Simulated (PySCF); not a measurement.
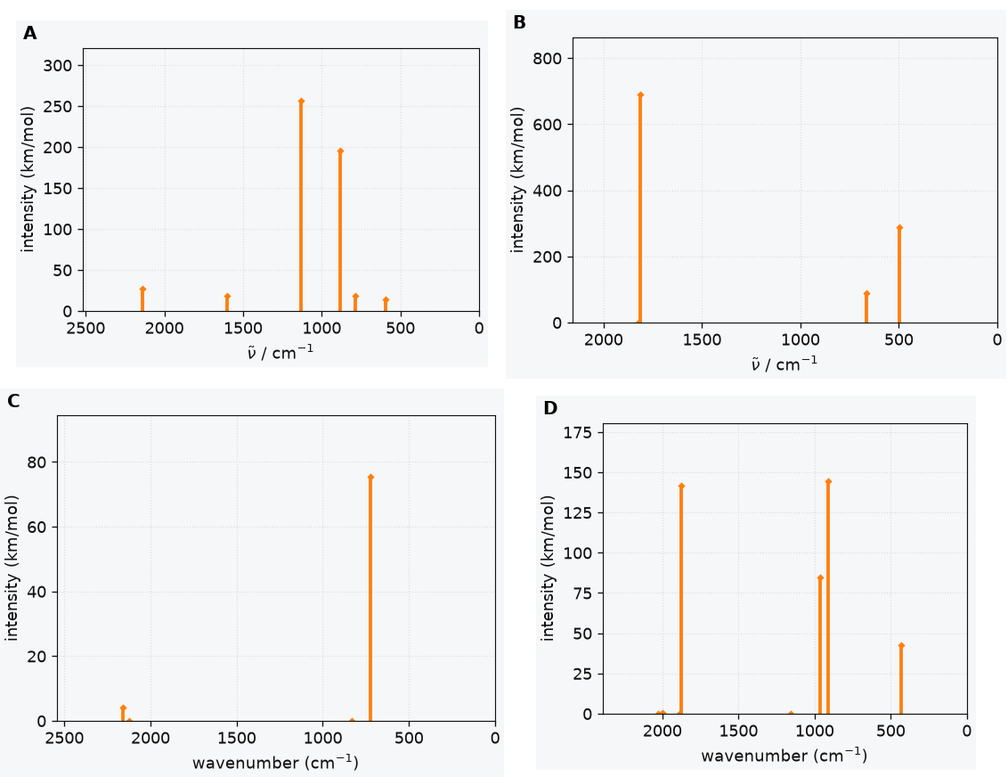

Unscaled harmonic wavenumbers and double-harmonic intensities, PBE0/def2-TZVP (ECP) with PySCF 2.14.0, isolated molecule. Structures are the lowest points that the searches found. Degenerate modes count as one line, with their intensities summed.

Question: Which panel belongs to which molecule?
1. TlH₃, singlet
2. TeH₅⁺, singlet
3. SbH₄⁺, singlet
4. TeH₃, doublet

Answer: A: 4 (most intense lines at 1132.1, 882.4 and 2138.6 cm⁻¹)
B: 1 (most intense lines at 1812.4, 497.5 and 664.4 cm⁻¹)
C: 3 (most intense lines at 724.0 and 2160.1 cm⁻¹)
D: 2 (most intense lines at 913.1, 1873.8 and 964.8 cm⁻¹)

Caveats, for all or some of the runs: spin-orbit coupling is left out, and with Te it can shift these values; spin-orbit coupling is left out, and with Tl it can shift these values.
